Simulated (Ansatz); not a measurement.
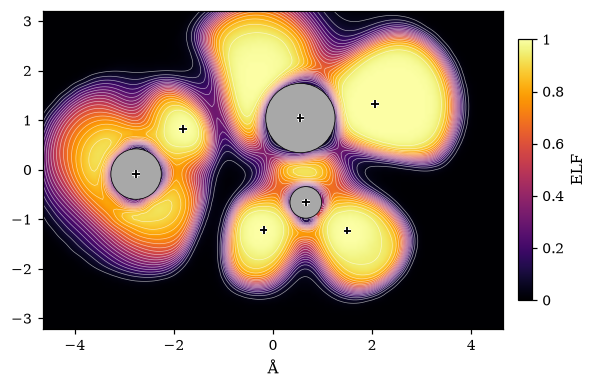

The electron localisation function on a plane through atoms (crosses mark nuclei in the plane; grey discs cover the cores).

The calculation used Ansatz 0.2.0, RKS PBE0-D4/def2-SVP.

Candidates:
A. H3NSi···HCl
B. F3H3OSTi

### Which candidate gave the map?

Candidate A: H3NSi···HCl on the molecular plane, which holds Si, Cl, H and N. Si1···H3 (2.37 Å): the ELF dips to about 0.30 between them. Si–N (1.71 Å): the ELF peaks at about 0.90 between the atoms, as expected for a shared but strongly polarised pair.
